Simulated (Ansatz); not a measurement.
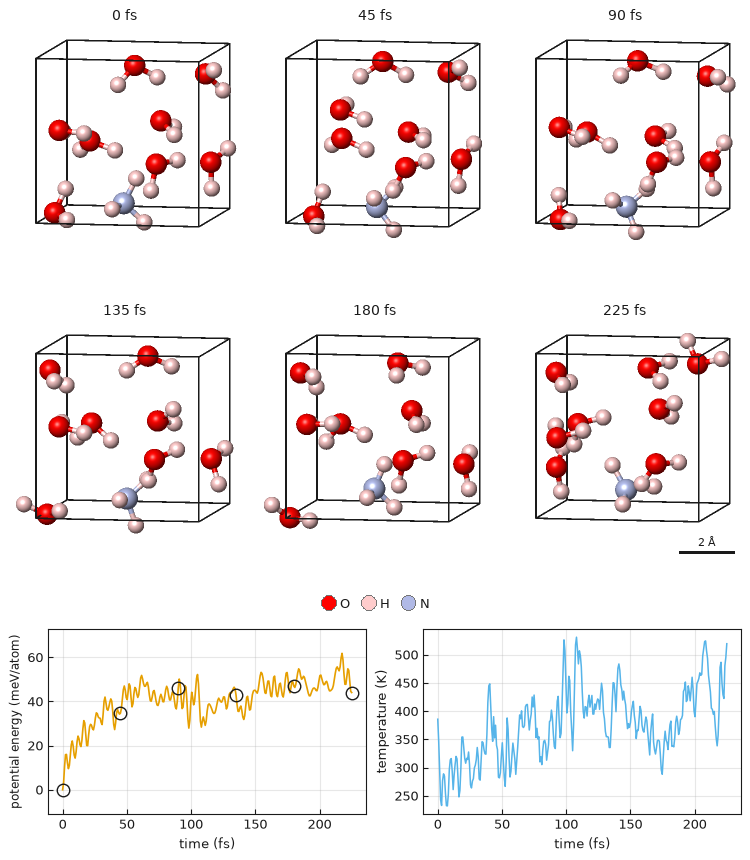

First-principles dynamics of a periodic cell with 8 H2O + 1 NH3 at 1.199 g/cm³, 225 fs long. Frames and the history of the run. The picture is a ball-and-stick view of the simulation cell, seen slightly off an axis. Atoms that leave the cell re-enter on the other side.

These are results of DFT PBE-D3(BJ), scalar-relativistic, plane waves, PAW in Ansatz 0.2.0, not measurements. Settings: plane-wave cutoff 420 eV; k-point mesh 1 × 1 × 1; Fermi-Dirac smearing 0.02 eV; Langevin thermostat (NVT); set temperature 400 K; time step 0.75 fs; friction 0.02 per fs.

Input
```yaml
crystal:
  lattice:
    - [6.065939, 0.0, 0.0]
    - [0.0, 6.065939, 0.0]
    - [0.0, 0.0, 6.065939]
  atoms:
    - { symbol: O, position: [0.06624787, 0.22972366, 0.03546379] }
    - { symbol: H, position: [0.16674346, 0.09722375, 0.00838611] }
    - { symbol: H, position: [0.12300182, 0.2850675, 0.17578836] }
    - { symbol: O, position: [0.92228012, 0.59758347, 0.8548604] }
    - { symbol: H, position: [1.01454269, 0.67443148, 0.74810037] }
    - { symbol: H, position: [0.99998377, 0.45595906, 0.89421163] }
    - { symbol: O, position: [0.52274703, 0.412488, 0.91820554] }
    - { symbol: H, position: [0.64794233, 0.48253342, 0.8417278] }
    - { symbol: H, position: [0.43454149, 0.3370099, 0.80676872] }
    - { symbol: O, position: [0.67068285, 0.33192649, 0.33196794] }
    - { symbol: H, position: [0.77769642, 0.45313723, 0.34460469] }
    - { symbol: H, position: [0.63975959, 0.32226919, 0.17160441] }
    - { symbol: O, position: [0.93082625, 0.7203782, 0.30548765] }
    - { symbol: H, position: [1.01250416, 0.84759647, 0.37746788] }
    - { symbol: H, position: [0.93363798, 0.7391038, 0.14422267] }
    - { symbol: O, position: [0.58402626, 0.93282712, 0.52563023] }
    - { symbol: H, position: [0.63707179, 1.07945836, 0.47407812] }
    - { symbol: H, position: [0.68614677, 0.82966609, 0.45394143] }
    - { symbol: O, position: [0.14022791, -0.01263199, 0.56338122] }
    - { symbol: H, position: [0.29908829, -0.04690699, 0.5522358] }
    - { symbol: H, position: [0.13521188, 0.14715141, 0.53876105] }
    - { symbol: O, position: [0.24576773, 0.4249385, 0.45371772] }
    - { symbol: H, position: [0.16332443, 0.54689443, 0.38511228] }
    - { symbol: H, position: [0.39904497, 0.42587126, 0.39891062] }
    - { symbol: "N", position: [0.36344721, 0.89471475, 0.02501415] }
    - { symbol: H, position: [0.43850713, 0.9049704, 0.17607012] }
    - { symbol: H, position: [0.3237246, 0.73186281, 0.00626209] }
    - { symbol: H, position: [0.48471528, 0.92107621, -0.09092118] }
basis:
  ecutwfc: 420.0
kpoints:
  mp_grid: { grid: [1, 1, 1] }
hamiltonian:
  xc: pbe
  dispersion: d3bj
scf:
  occupations: { method: fermi_dirac, width: 0.02 }
  lower_state_search: "off"
md:
  timestep: 0.75
  n_steps: 300
  ensemble: nvt_langevin
  temperature: 400.0
  initial_velocities: maxwell_boltzmann
  seed: 121814
  friction: 0.02
```

Command:
```bash
ansatz run input.yaml --threads 1 --pin off --max-ram 3072MiB --backend cpu --events-out ev --progress --plain --runs-dir out
```

What happens in this trajectory?

Answer. Root-mean-square distances from the starting positions over the second half, with the common drift of all atoms taken out: H 0.70 Å, O 0.45 Å, N 0.32 Å. The heavy atoms stay within a fraction of a molecule's size of their starting places; so short a run doesn't tell a liquid from a solid. Over the second half the temperature averages 402 K (spread ±48 K). The potential energy is still drifting at the end, so the run hasn't reached equilibrium. The potential energy in the second half lies on average 45.4 meV per atom above the first frame.

Limits of the set-up: the periodic images lie only 6.1 Å apart, so the values are limited by the cell's size.

Cost: 5.9 min on 1 thread of Arm Neoverse V2 (shared host), peak memory 0.34 GiB.
